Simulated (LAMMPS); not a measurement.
Simulation of a melt of Ni (fcc), 108 atoms, cooled from 2590 K to 300 K at 1e+13 K/s, at zero pressure.

Model: MD with a machine-learned potential, pair style snap, file Ni_Zuo_JPCA2020.quadratic.snap, run in LAMMPS.

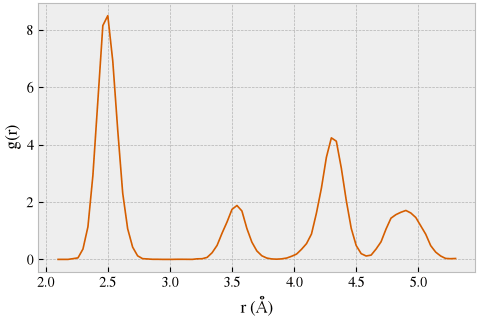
Figure: g(r) against r (Å)

The data show:
- state found: crystallised
- first peak of g(r): 2.49 Å, height 8.5
- coordination number: 11.7 (counted to 3.06 Å)

Caution: the cell keeps the atom count and shape of the starting crystal, which eases freezing.
